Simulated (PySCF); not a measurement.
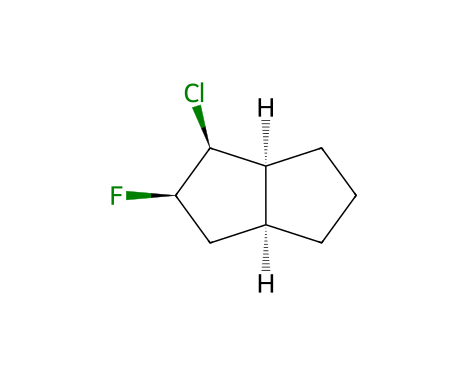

2D structure.

Question: Write the SMILES.

Answer: F[C@@H]1C[C@@H]2CCC[C@@H]2[C@@H]1Cl

Question: Give the formula, hydrogens included.

Answer: C8H12ClF.

Question: An optimisation with GFN2-xTB gave a structure of which point group?

Answer: C1.

The parts below concern this one geometry. Atoms keep their numbers from picture to picture. The geometry was computed by an optimisation with GFN2-xTB. No frequency run is at hand to confirm it as a minimum.

### Quadrupole coupling

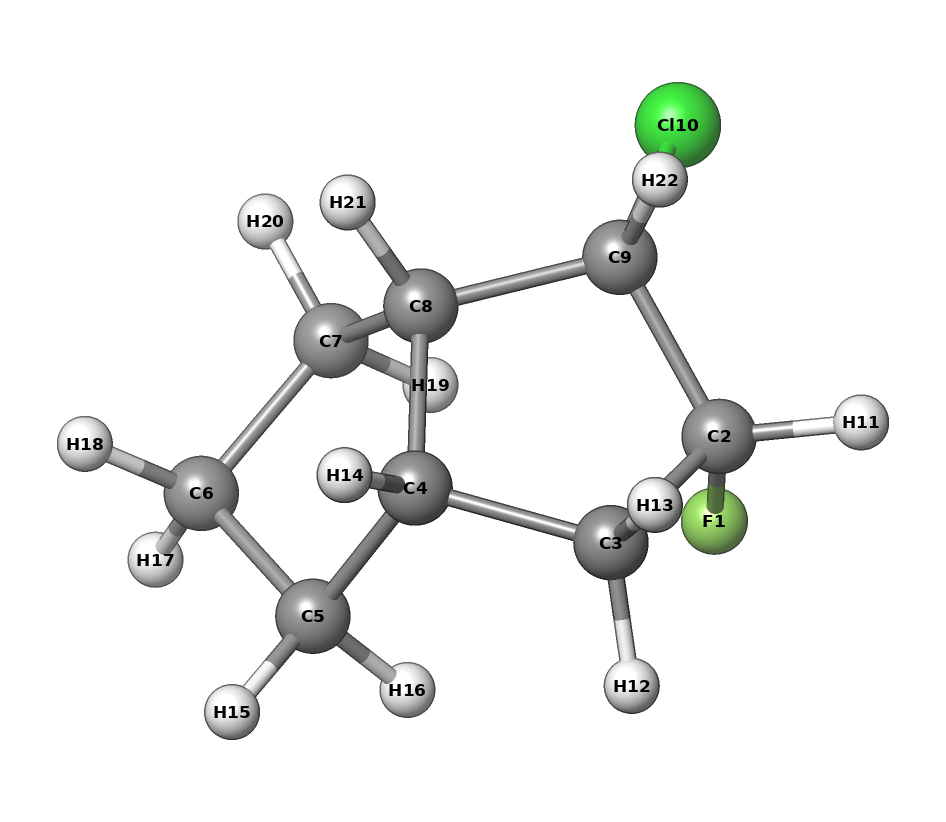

No frequency run is at hand to confirm it as a minimum. Electric field gradients from the ground-state density, PBE0/pcSseg-1 (PySCF 2.14.0), non-relativistic apart from any core potentials.

Give the largest field-gradient component, the quadrupole coupling constant and the asymmetry for 35Cl at Cl10 (Q = −81.7 mb).

| atom | V_zz (a.u.) | e²qQ/h (MHz) | η |
| --- | --- | --- | --- |
| Cl10 | 3.963 | −76.1 | 0.04 |

### Ring current

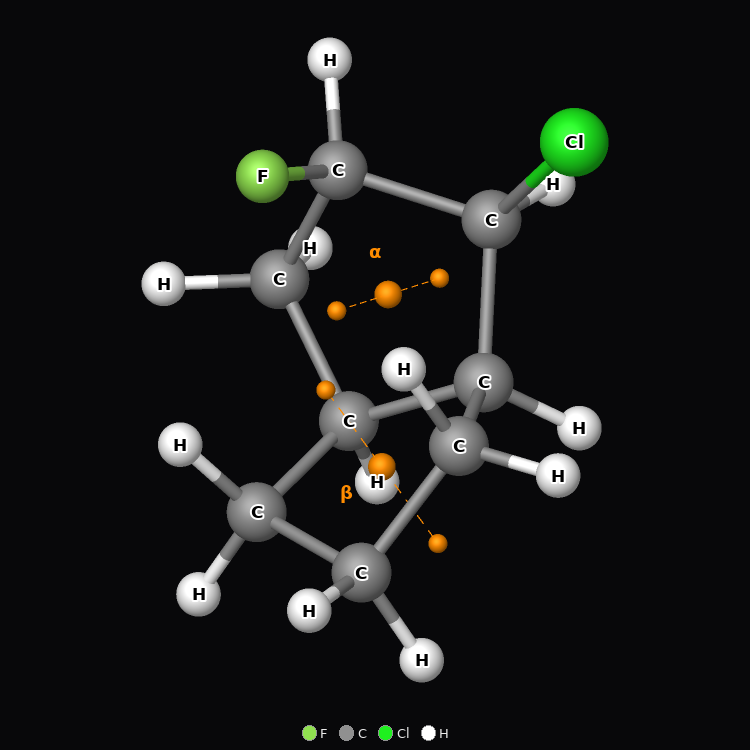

The small points mark where nucleus-independent chemical shifts (NICS) were computed: at the centre of each lettered ring and 1 Å above and below it. No frequency run is at hand to confirm it as a minimum. Level of theory: GIAO PBE0/pcSseg-1 NMR shielding, non-relativistic, gas phase (PySCF 2.14.0).

Give NICS(0), NICS(1) and the out-of-plane component NICS(1)zz for each ring (means of the two sides).

```csv
ring,members,NICS(0),NICS(1),NICS(1)zz
α,C5,−4.9,−3.6,−1.9
β,C5,−5.5,−4.0,−3.7
```

Values in ppm.

Question: What do the values say about the ring currents?

Answer: Ring α: weak, as in a non-aromatic ring. Ring β: weak, as in a non-aromatic ring. NICS is one index among several.

### Dipole moment

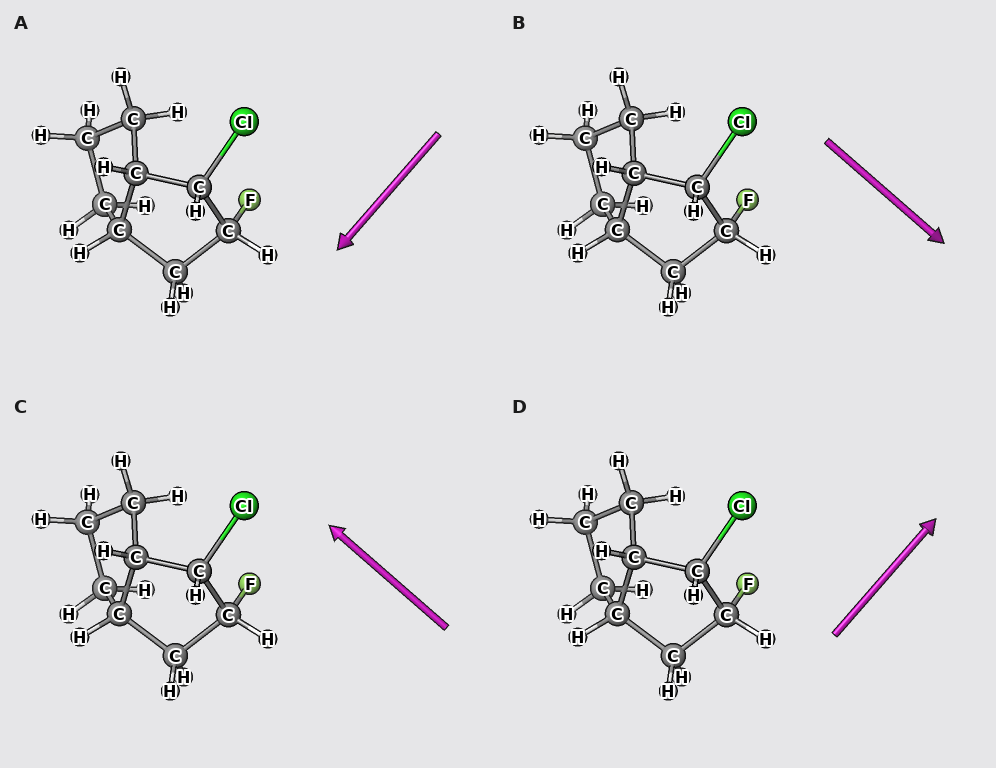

The same molecule four times, each with an arrow. No frequency run is at hand to confirm it as a minimum. Method: PBE0/pcSseg-1, gas phase (PySCF 2.14.0).

Question: Which arrow points along the dipole moment, from the negative to the positive end?

Answer: A. The dipole moment is 3.00 D.
